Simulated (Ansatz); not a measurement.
The reference is SiO₂ (space group P3_221, No. 154; a = 4.9490 Å, c = 5.4415 Å).

The change: cell and atoms relaxed at a pressure of 30 GPa.

All numbers come from Ansatz (a first-principles code) PBEsol, no spin-orbit coupling.

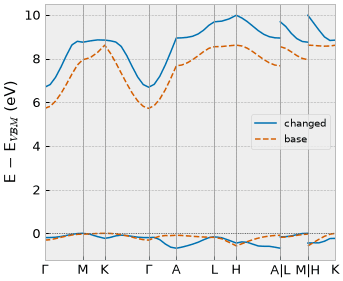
*Highest valence and lowest conduction band along the path, each from its own valence-band maximum*

The gap is 6.69 eV, indirect, M → Γ; the base has 5.72 eV.

Load acts through the strain it causes; cell and atoms are relaxed under it. No phonon test of stability was made. No other phases were tried under pressure.
